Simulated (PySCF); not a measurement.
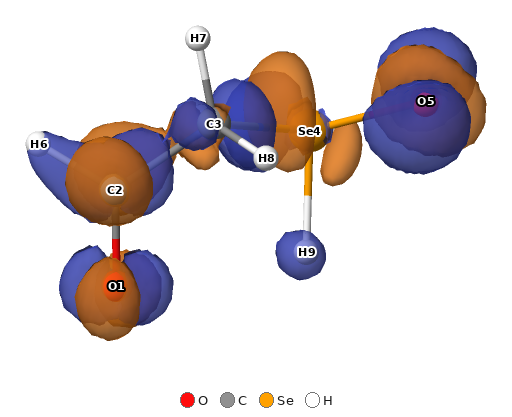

Figure 1: C2H4O2Se, SMILES `O=CC[SeH]=O`. Dual descriptor f⁺ − f⁻ at ±0.05 e/Å³ (orange positive, blue negative).

PySCF calculation, B3LYP/cc-pVDZ, gas phase; geometry: GFN2-xTB. No frequency check shows the geometry to be a minimum. GFN2-xTB bond lengths at metals and heavier atoms can be off by up to 0.1 Å and shapes distorted, which carries into these values.

**Which atoms come out as electrophilic, and which as nucleophilic?**

Electrophilic (positive): C2 (+0.15) and O1 (+0.08). Nucleophilic (negative): O5 (−0.19). f⁻ (Hirshfeld-condensed) is largest on O5 (0.30) and Se4 (0.23); the vertical ionisation energy is 9.12 eV. f⁺ (Hirshfeld-condensed) is largest on Se4 (0.21), C2 (0.20) and O1 (0.18); the vertical electron affinity is −0.55 eV (the stability of the anion's solution wasn't checked; negative, but this basis has no diffuse functions, so it doesn't show that the anion is unbound).
